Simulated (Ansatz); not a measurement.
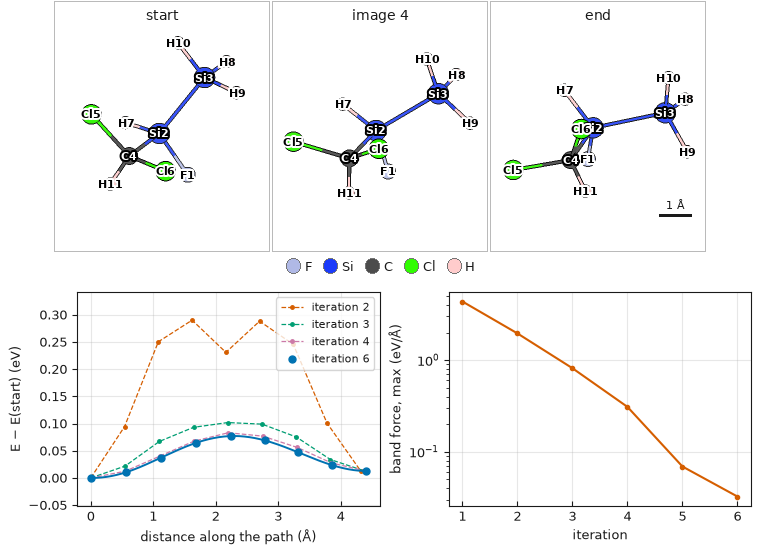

A nudged-elastic-band calculation for CH5Cl2FSi2. Images are numbered from 0 (start) to 8 (end). The plot follows the band through its iterations. The picture is a ball-and-stick view, seen from a free direction.

Level of theory: RKS PBE0-D4/6-31G (Ansatz). Settings: 7 movable images; climbing image; force threshold 0.05 eV/Å; iteration limit 6; starting path through a guess of the saddle point.

Did the band converge, and can the barrier be trusted?

Answer. The run is converged, with reservations. The band converged in 6 iterations. The largest component of the band force went from 4.4 to 0.032 eV/Å. The climbing image converged on the top of the path. Its curvatures weren't checked. The iteration limit was low. The first iteration put the highest image at 1.054 eV. The energy climbs by 0.077 eV to image 4 and then falls by 0.064 eV, so the end point sits at +0.013 eV.

Limits of the set-up: the basis has no polarisation functions, which atoms past neon need.

Cost: 3.9 min on 1 thread of Arm Neoverse V2, on a shared host, peak memory 0.21 GiB.
